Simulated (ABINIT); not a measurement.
# BP (F-43m): a self-consistent loop beyond G0W0, cycle by cycle

Aim: iterate the self-energy on BP (F-43m) and follow the gap from cycle to cycle.

Main program and level: ABINIT 10.8.3; PBE and many-body steps on it, plane waves.

## 1. The starting structure

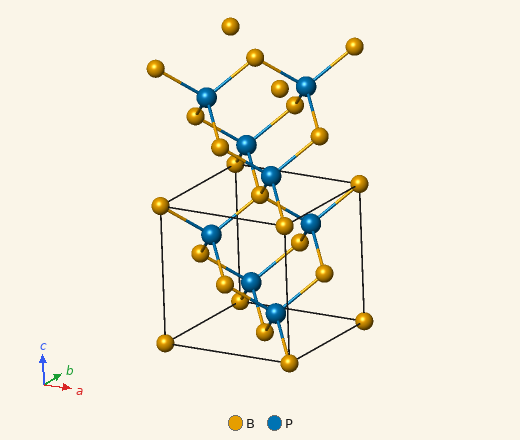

Start, viewed slightly off an axis; boron orange, phosphorus blue. 1×1×2 cells are drawn. This picture shows the conventional cell, with its axes. Bonds to atoms that aren't drawn are left out. Some periodic images of atoms are drawn too.

The cell and positions come from the Crystallography Open Database and are kept as given unless a step says otherwise.

## 2. Empty states on the mesh, 4×4×4 mesh, 21 bands

This step: ABINIT 10.8.3; DFT, PBE, plane waves, norm-conserving pseudopotentials.

The sums over transitions need many empty states on a uniform mesh; this step solves for them.

run.abi

```
acell 3*1.0 Angstrom
rprim 
  0.000000000000 2.269000000000 2.269000000000
  2.269000000000 0.000000000000 2.269000000000
  2.269000000000 2.269000000000 0.000000000000
ntypat 2
znucl 5 15
natom 2
typat 1 2
xred 
  0.000000000000 0.000000000000 0.000000000000
  0.250000000000 0.250000000000 0.250000000000
pp_dirpath "pseudos"
pseudos "B.upf, P.upf"
ecut 34
ngkpt 4 4 4
nshiftk 1
shiftk 0 0 0
kptopt 1
chksymbreak 0
iscf -2
irdden 1
istwfk *1
nband 21
nbdbuf 4
tolwfr 1e-09
nstep 60
prtvol 0
indata_prefix "in"
outdata_prefix "out"
tmpdata_prefix "tmp"
```

Started as:

```bash
OMP_NUM_THREADS=1 mpirun -n 4 abinit run.abi > log
```

Numbers of over 12 decimals in the logs are rounded to 6 here.

Output:

```text
.Version 10.8.3 of ABINIT. v10.8.2 released Aug 2026.

 Symmetries : space group F-4 3 m (#216); Bravais cF (face-center cubic)
[... echo of the input left out ...]
== DATASET  1 ==================================================================
-   mpi_nproc: 4, omp_nthreads: 1 (-1 if OMP is not activated)

--- !DatasetInfo
iteration_state: {dtset: 1, }
dimensions: {natom: 2, nkpt: 8, mband: 21, nsppol: 1, nspinor: 1, nspden: 1, mpw: 1524, }
cutoff_energies: {ecut:  34.0, pawecutdg:  -1.0, }
[...]
-0.30111    0.26701    0.26701    0.26701    0.39220    0.39220    0.39220    0.53740
   0.69047    0.70970    0.70970    0.84388    0.84388    0.84388    1.05819    1.38180
   1.38180    1.38180    1.61399    1.61402    1.61470
 prteigrs : prtvol=0 or 1, do not print more k-points.

== END DATASET(S) ==============================================================
================================================================================

 -outvars: echo values of variables after computation  --------
            nband          21
             nkpt           8
          spgroup         216
 [... the other variables as echoed above ...]

 Calculation completed.
```

Run time: 2.5 s. Hardware: 4 MPI ranks of Arm Neoverse V1, shared host; peak memory 0.07 GiB.

This step gave:

* gap: 1.347 eV
* k of the valence top: 0, 0, 0
* k of the conduction bottom: 0.5, 0.5, 0
* least direct gap: 3.407 eV
* k points computed: 8
* lowest point of the top converged band, above the valence top: 25.79 eV

On this mesh the gap is 1.347 eV.

The density comes from a self-consistent run that is not shown.

## 3. Screening, 4×4×4 mesh, 17 bands, screening to 87.1 eV

The RPA dielectric matrix is built and inverted for each q.

This step: RPA screening on PBE, plane waves, norm-conserving pseudopotentials.

Edit run.abi of step 2 so:

```diff
@@ -20,10 +20,11 @@
 chksymbreak 0
-iscf -2
-irdden 1
 istwfk *1
-nband 21
-nbdbuf 4
-tolwfr 1e-09
-nstep 60
-prtvol 0
+occopt 1
+irdwfk 1
+optdriver 3
+nband 17
+ecuteps 3.2
+inclvkb 2
+awtr 1
+symchi 1
 indata_prefix "in"
```

Output:

```text
.Version 10.8.3 of ABINIT. v10.8.2 released Aug 2026.

 Symmetries : space group F-4 3 m (#216); Bravais cF (face-center cubic)
[... echo of the input left out ...]
== DATASET  1 ==================================================================
-   mpi_nproc: 4, omp_nthreads: 1 (-1 if OMP is not activated)

--- !DatasetInfo
iteration_state: {dtset: 1, }
dimensions: {natom: 2, nkpt: 8, mband: 17, nsppol: 1, nspinor: 1, nspden: 1, mpw: 1524, }
cutoff_energies: {ecut:  34.0, pawecutdg:  -1.0, }
electrons: {nelect:   8.00000000E+00, charge:   0.00000000E+00, occopt:   1.00000000E+00, tsmear:   1.00000000E-02, }

 SCREENING: Calculation of the susceptibility and dielectric matrices

 Based on a program developped by R.W. Godby, V. Olevano, G. Onida, and L. Reining.
 Incorporated in ABINIT by V. Olevano, G.-M. Rignanese, and M. Torrent.
.Using double precision arithmetic ; gwpc =  8

[... cell and pseudopotentials left out ...]
--------------------------------------------------------------------------------

 ==== K-mesh for the wavefunctions ====
 Number of points in the irreducible wedge :     8
[... list of points left out ...]
 Together with 24 symmetry operations and time-reversal symmetry
 yields    64 points in the full Brillouin Zone.

 ==== Q-mesh for the screening function ====
 Number of points in the irreducible wedge :     8
[... list of points left out ...]
 Together with 24 symmetry operations and time-reversal symmetry
 yields    64 points in the full Brillouin Zone.

 setmesh: FFT mesh size selected  =    24x   24x   24
          total number of points  =        13824

 vcoul_init : cutoff-mode = AUXILIARY_FUNCTION
 q-points for optical limit:   1
     1)      0.000010    0.000020    0.000030

- screening: taking advantage of time-reversal symmetry
- Maximum band index for partially occupied states nbvw = 4
- Remaining bands to be divided among processors   nbcw = 13
- Number of bands treated by each node ~3

 Number of electrons calculated from density =    8.0000; Expected =    8.0000
 average of density, n =  0.050741
 r_s =    1.6757
 omega_plasma =   21.7288 [eV]

 calculating chi0 at frequencies [eV] :
  1    0.000000E+00    0.000000E+00
  2    0.000000E+00    2.172879E+01

--------------------------------------------------------------------------------
  q-point number  1        q = ( 0.000000, 0.000000, 0.000000) [r.l.u.]
--------------------------------------------------------------------------------
[... chi0 elements left out ...]
 For q-point:  0.000010 0.000020 0.000030
  dielectric constant =  12.8377
  dielectric constant without local fields =  13.9002

  Average fulfillment of the sum rule on Im[epsilon] for q-point    1 :     36.43  [%]
[... wings left out ...]
  q-point number  2        q = ( 0.250000, 0.000000, 0.000000) [r.l.u.]
--------------------------------------------------------------------------------
[... chi0 elements left out ...]
  Average fulfillment of the sum rule on Im[epsilon] for q-point    2 :     73.45  [%]

 [... 6 further q-points ...]
```

Run time: 2.6 s. Hardware: 4 MPI ranks; peak memory 0.09 GiB.

This step gave:

| Quantity | Value |
| --- | --- |
| ε∞ with local fields, on this mesh, along the program's q direction | 12.84 |
| the same without local fields | 13.90 |
| plasma frequency | 21.73 eV |
| plane waves in the screening matrix | 51 |

Local fields lower ε∞ by 8 %. On a Γ-centred mesh this coarse the value itself is usually too large, while a short band sum pulls it down.

## 4. G0W0

The self-energy is evaluated for the states that the input lists, and the levels follow from it, in one-shot runs by the linearised quasiparticle equation.

This step: G0W0 on PBE, plane waves, norm-conserving pseudopotentials.

Edit run.abi of step 3 so:

```diff
@@ -23,8 +23,17 @@
 irdwfk 1
-optdriver 3
+optdriver 4
 nband 17
+gwcalctyp 0
+ecutsigx 34
+symsigma 1
+nkptgw 2
+kptgw 
+  0.0000000000 0.0000000000 0.0000000000
+  0.5000000000 0.5000000000 0.0000000000
+bdgw 
+  2 7
+  3 6
 ecuteps 3.2
-inclvkb 2
-awtr 1
-symchi 1
+irdscr 1
+ppmodel 1
 indata_prefix "in"
```

Output:

```text
.Version 10.8.3 of ABINIT. v10.8.2 released Aug 2026.

 Symmetries : space group F-4 3 m (#216); Bravais cF (face-center cubic)
[... echo of the input left out ...]
== DATASET  1 ==================================================================
-   mpi_nproc: 4, omp_nthreads: 1 (-1 if OMP is not activated)

--- !DatasetInfo
iteration_state: {dtset: 1, }
dimensions: {natom: 2, nkpt: 8, mband: 17, nsppol: 1, nspinor: 1, nspden: 1, mpw: 1524, }
cutoff_energies: {ecut:  34.0, pawecutdg:  -1.0, }
electrons: {nelect:   8.00000000E+00, charge:   0.00000000E+00, occopt:   1.00000000E+00, tsmear:   1.00000000E-02, }

 SIGMA: Calculation of the GW corrections

 Based on a program developped by R.W. Godby, V. Olevano, G. Onida, and L. Reining.
 Incorporated in ABINIT by V. Olevano, G.-M. Rignanese, and M. Torrent.
.Using double precision arithmetic ; gwpc =  8

[... cell and pseudopotentials left out ...]
--------------------------------------------------------------------------------

 ==== K-mesh for the wavefunctions ====
 Number of points in the irreducible wedge :     8
[... list of points left out ...]
 Together with 24 symmetry operations and time-reversal symmetry
 yields    64 points in the full Brillouin Zone.

 ==== Q-mesh for screening function ====
 Number of points in the irreducible wedge :     8
[... list of points left out ...]
 Together with 24 symmetry operations and time-reversal symmetry
 yields    64 points in the full Brillouin Zone.

 vcoul_init : cutoff-mode = AUXILIARY_FUNCTION
 q-points for optical limit:   1
     1)      0.000010    0.000020    0.000030
 setmesh: FFT mesh size selected  =    32x   32x   32
          total number of points  =        32768

 Number of electrons calculated from density =    8.0000; Expected =    8.0000
 average of density, n =  0.050741
 r_s =    1.6757
 omega_plasma =   21.7288 [eV]

 === KS Band Gaps ===
  >>>> For spin  1
   Minimum direct gap =   3.4068 [eV], located at k-point      :   0.0000  0.0000  0.0000
   Fundamental gap    =   1.3473 [eV], Top of valence bands at :   0.0000  0.0000  0.0000
                                       Bottom of conduction at :   0.5000  0.5000  0.0000
 SIGMA fundamental parameters:
 PLASMON POLE MODEL  1
 number of plane-waves for SigmaX                 1459
 number of plane-waves for SigmaC and W             51
 number of plane-waves for wavefunctions          1459
 number of bands                                    17
 number of independent spin polarizations            1
 number of spinorial components                      1
 number of k-points in IBZ                           8
 number of q-points in IBZ                           8
 number of symmetry operations                      24
 number of k-points in BZ                           64
 number of q-points in BZ                           64
 number of frequencies for dSigma/dE                 9
 frequency step for dSigma/dE [eV]                0.25
 number of omega for Sigma on real axis              0
 max omega for Sigma on real axis  [eV]           0.00
 zcut for avoiding poles [eV]                     0.10

 EPSILON^-1 parameters (SCR file):
 dimension of the eps^-1 matrix on file             51
 dimension of the eps^-1 matrix used                51
 number of plane-waves for wavefunctions          1459
 number of bands                                    17
 number of q-points in IBZ                           8
 number of frequencies                               2
 number of real frequencies                          1
 number of imag frequencies                          1

 matrix elements of self-energy operator (all in [eV])

 Perturbative Calculation

--- !SelfEnergy_ee
iteration_state: {dtset: 1, }
kpoint     : [   0.000,    0.000,    0.000, ]
spin       : 1
KS_gap     :    3.407
QP_gap     :    4.203
Delta_QP_KS:    0.796
data: !SigmaeeData |
     Band     E0 <VxcDFT>   SigX SigC(E0)      Z dSigC/dE  Sig(E)    E-E0       E
        2   7.266 -13.315 -15.260   2.271   0.801  -0.249 -13.054   0.261   7.526
        3   7.266 -13.315 -15.260   2.271   0.801  -0.249 -13.054   0.261   7.526
        4   7.266 -13.315 -15.260   2.271   0.801  -0.249 -13.054   0.261   7.526
        5  10.672 -12.021  -7.049  -3.656   0.803  -0.246 -10.964   1.057  11.729
        6  10.672 -12.021  -7.049  -3.656   0.803  -0.246 -10.964   1.057  11.729
        7  10.672 -12.021  -7.049  -3.656   0.803  -0.246 -10.964   1.057  11.729

--- !SelfEnergy_ee
iteration_state: {dtset: 1, }
kpoint     : [   0.500,    0.500,    0.000, ]
spin       : 1
KS_gap     :    5.461
QP_gap     :    6.329
Delta_QP_KS:    0.868
data: !SigmaeeData |
     Band     E0 <VxcDFT>   SigX SigC(E0)      Z dSigC/dE  Sig(E)    E-E0       E
        3   3.152 -12.501 -16.052   3.429   0.780  -0.282 -12.596  -0.095   3.057
        4   3.152 -12.501 -16.052   3.429   0.780  -0.282 -12.596  -0.095   3.057
        5   8.613 -10.805  -6.333  -3.522   0.813  -0.230 -10.032   0.773   9.386
        6   8.933 -10.660  -6.086  -3.559   0.818  -0.223  -9.830   0.830   9.763

== END DATASET(S) ==============================================================
================================================================================

 -outvars: echo values of variables after computation  --------
           etotal      0.0000000000E+00
            nband          17
             nkpt           8
          spgroup         216
 [... the other variables as echoed above ...]

 Calculation completed.
```

It took 2.2 s on 4 MPI ranks; peak memory 0.09 GiB; 8.5 s of CPU time.

Numbers from this step:

```
G0W0 gap on the points computed              : 1.860 eV
starting gap on the mesh                     : 1.347 eV
k of the valence top                         : 0, 0, 0
k of the conduction bottom                   : 0.5, 0.5, 0
Z at the valence top                         : 0.801
Z at the conduction bottom                   : 0.813
least direct G0W0 gap on the computed points : 4.203 eV
```

The gap on the mesh goes from 1.35 eV to 1.86 eV, a correction of +0.51 eV.

## 5. Self-consistent COHSEX, cycle 1

This step: self-consistent COHSEX on PBE, plane waves, norm-conserving pseudopotentials.

Edit run.abi of step 4 so:

```diff
@@ -25,15 +25,27 @@
 nband 17
-gwcalctyp 0
+gwcalctyp 27
 ecutsigx 34
-symsigma 1
-nkptgw 2
+symsigma 0
+nkptgw 8
 kptgw 
   0.0000000000 0.0000000000 0.0000000000
+  0.2500000000 0.0000000000 0.0000000000
+  0.5000000000 0.0000000000 0.0000000000
+  0.2500000000 0.2500000000 0.0000000000
+  0.5000000000 0.2500000000 0.0000000000
+  -0.2500000000 0.2500000000 0.0000000000
   0.5000000000 0.5000000000 0.0000000000
+  -0.2500000000 0.5000000000 0.2500000000
 bdgw 
-  2 7
-  3 6
+  1 14
+  1 14
+  1 14
+  1 14
+  1 14
+  1 14
+  1 14
+  1 14
 ecuteps 3.2
 irdscr 1
-ppmodel 1
+rhoqpmix 0.3
 indata_prefix "in"
```

Output:

```text
.Version 10.8.3 of ABINIT. v10.8.2 released Aug 2026.

 Symmetries : space group F-4 3 m (#216); Bravais cF (face-center cubic)
[... echo of the input left out ...]
== DATASET  1 ==================================================================
-   mpi_nproc: 4, omp_nthreads: 1 (-1 if OMP is not activated)

--- !DatasetInfo
iteration_state: {dtset: 1, }
dimensions: {natom: 2, nkpt: 8, mband: 17, nsppol: 1, nspinor: 1, nspden: 1, mpw: 1524, }
cutoff_energies: {ecut:  34.0, pawecutdg:  -1.0, }
electrons: {nelect:   8.00000000E+00, charge:   0.00000000E+00, occopt:   1.00000000E+00, tsmear:   1.00000000E-02, }

 SIGMA: Calculation of the GW corrections

 Based on a program developped by R.W. Godby, V. Olevano, G. Onida, and L. Reining.
 Incorporated in ABINIT by V. Olevano, G.-M. Rignanese, and M. Torrent.
.Using double precision arithmetic ; gwpc =  8

[... cell and pseudopotentials left out ...]
--------------------------------------------------------------------------------

 ==== K-mesh for the wavefunctions ====
 Number of points in the irreducible wedge :     8
[... list of points left out ...]
 Together with 24 symmetry operations and time-reversal symmetry
 yields    64 points in the full Brillouin Zone.

 ==== Q-mesh for screening function ====
 Number of points in the irreducible wedge :     8
[... list of points left out ...]
 Together with 24 symmetry operations and time-reversal symmetry
 yields    64 points in the full Brillouin Zone.

 vcoul_init : cutoff-mode = AUXILIARY_FUNCTION
 q-points for optical limit:   1
     1)      0.000010    0.000020    0.000030
 setmesh: FFT mesh size selected  =    32x   32x   32
          total number of points  =        32768

 Number of electrons calculated from density =    8.0000; Expected =    8.0000
[...]
QP_gap     :    6.808
Delta_QP_KS:    1.347
data: !SigmaeeData |
     Band     E_DFT   <VxcDFT>   E(N-1)  <Hhartree>   SigX  SigC[E(N-1)]    Z     dSigC/dE  Sig[E(N)]  DeltaE  E(N)_pert E(N)_diago
[...]
--- !SelfEnergy_ee
iteration_state: {dtset: 1, }
kpoint     : [  -0.250,    0.500,    0.250, ]
spin       : 1
KS_gap     :   10.800
QP_gap     :   12.458
Delta_QP_KS:    1.658
data: !SigmaeeData |
     Band     E_DFT   <VxcDFT>   E(N-1)  <Hhartree>   SigX  SigC[E(N-1)]    Z     dSigC/dE  Sig[E(N)]  DeltaE  E(N)_pert E(N)_diago
[...]
13    29.153   -11.102    29.153    40.255    -2.926    -8.229     1.000     0.000   -11.154    -0.052    29.101    29.095
       14    31.487   -12.687    31.487    44.174    -3.404    -8.954     1.000     0.000   -12.357     0.330    31.817    31.831

 New Fermi energy :        2.346965E-01 Ha ,    6.386416E+00 eV
 New Exchange energy :    -2.505930E+00 Ha ,   -6.818984E+01 eV

 === QP Band Gaps ===
  >>>> For spin  1
   Minimum direct gap =   4.6183 [eV], located at k-point      :   0.0000  0.0000  0.0000
   Fundamental gap    =   2.3196 [eV], Top of valence bands at :   0.0000  0.0000  0.0000
                                       Bottom of conduction at :   0.5000  0.5000  0.0000

 writing QP data on file : out_QPS

 Convergence of QP corrections
 >>>>> For spin  1 <<<<<
.  kptgw no:  1; Maximum DeltaE = (  -3.491   0.000) for band index:  1
.  kptgw no:  2; Maximum DeltaE = (  -3.381   0.000) for band index:  1
.  kptgw no:  3; Maximum DeltaE = (  -3.123   0.000) for band index:  1
[...]
.  kptgw no:  7; Maximum DeltaE = (  -2.937   0.000) for band index:  2
.  kptgw no:  8; Maximum DeltaE = (  -2.894   0.000) for band index:  1

== END DATASET(S) ==============================================================
================================================================================

 -outvars: echo values of variables after computation  --------
           etotal      0.0000000000E+00
            nband          17
             nkpt           8
          spgroup         216
 [... the other variables as echoed above ...]

 Calculation completed.
```

The job ended after 9.7 s (4 MPI ranks; peak memory 0.55 GiB).

This step gave:

```yaml
quasiparticle_gap_on_the_mesh: 2.319 eV
gap_of_the_density_functional_on_the_mesh: 1.347 eV
k_of_the_valence_top: 0, 0, 0
k_of_the_conduction_bottom: 0.5, 0.5, 0
z_at_the_valence_top: 1
z_at_the_conduction_bottom: 1
least_direct_quasiparticle_gap_on_the_computed_points: 4.618 eV
```

Against G0W0 in ABINIT (4×4×4 mesh, 17 bands, screening to 87.1 eV, Godby-Needs plasmon pole), the gap moves by +0.459 eV.

(Part 1 of 3 ends here.)

[Paths, hosts, dates, memory and timing lines, banners, echoed tables and standing remarks are left out of the program output.]

[Logs are printed without paths, hosts, clocks, repeated set-up lines and the standing remarks that a program may print on its own settings, such as how far it seeks lower states.]

[Runs of the session that timed out or met a known fault of the program may be left out.]

[Hosts, paths, dates, database ids (printed as entryN), source tags and the programs' standing remarks are cut or masked in the printed files.]

[G0W0 gaps are taken among the corrected bands and points alone; a level outside them can change the order at an edge.]

[Where Ansatz stands beside ABINIT at settings called matched, ABINIT's density can come from a denser mesh and the files from another edition; pairs whose starting gaps differed by over 0.03 eV were left out, so agreement reads better than it is.]
